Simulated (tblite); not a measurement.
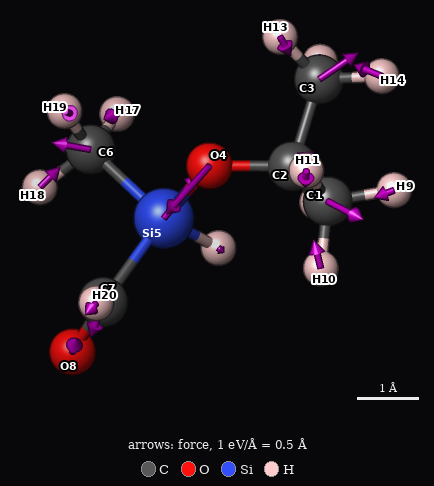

Starting geometry of C5H12O2Si with the computed forces as purple arrows. Style: ball-and-stick. Shown at a tilt.

The calculation used GFN2-xTB geometry optimisation, gas phase in tblite. 

Question: What follows when this structure is relaxed?

Answer: It isn't relaxed: the largest force vector, on an O atom, is 2.60 eV/Å. The final displacements have little in common with the starting forces (cosine between the two patterns 0.14). An O atom moves most after the best rigid fit: 0.88 Å. By element the largest moves are O 0.88 Å, H 0.84 Å, C 0.44 Å, Si 0.25 Å. Near-neighbour distances that change, for instance: O–Si 1.687 → 1.617 Å, C–Si 1.851 → 1.914 Å, C–H 1.127 → 1.086 Å, C–Si 1.866 → 1.904 Å. Bond angles that change, for instance: C–O–Si 116.6° → 132.5°, O–Si–C 110.9° → 99.8°, O–Si–C 107.8° → 116.0°. Groups turn about O–Si by about 60°, C–O by about 50°. Over 142 geometry steps the energy falls by 72.0 kJ/mol. Cost: 1.9 s on 1 thread of Arm Neoverse N1, with other jobs on the host.
